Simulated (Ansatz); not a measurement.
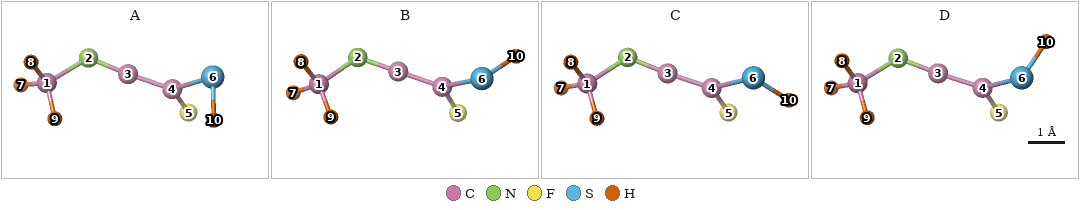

4 geometries from a converged minimum-energy path of C$_{3}$H$_{4}$FNS, shuffled. A ball-and-stick model, seen from a free direction.

Theory: RHF/def2-SVP in Ansatz 0.2.0. Settings: 5 movable images; climbing image; force threshold 0.05 eV/Å; iteration limit 60; starting path by image-dependent pair potential.

Q: Which of them lies highest in energy?

A: C. In order along the path, whose images run from 0 to 6: D (image 0, 0.0 kJ/mol), B (image 1, +3.7 kJ/mol), C (image 3, +24.3 kJ/mol), A (image 6, +0.9 kJ/mol). The motion is a rotation about the C4–S6 bond by about 155°. No bond forms or breaks between the ends. Bond angles that change up to the highest image, for instance: C4–S6–H10 98.4° → 94.6°, F5–C4–S6 117.6° → 114.8°.

Limits of the set-up: Hartree-Fock leaves out electron correlation.

The run took 54 s on 2 threads of Intel(R) Xeon(R) Platinum 8488C (Sapphire Rapids), on a shared host, peak memory 0.24 GiB.
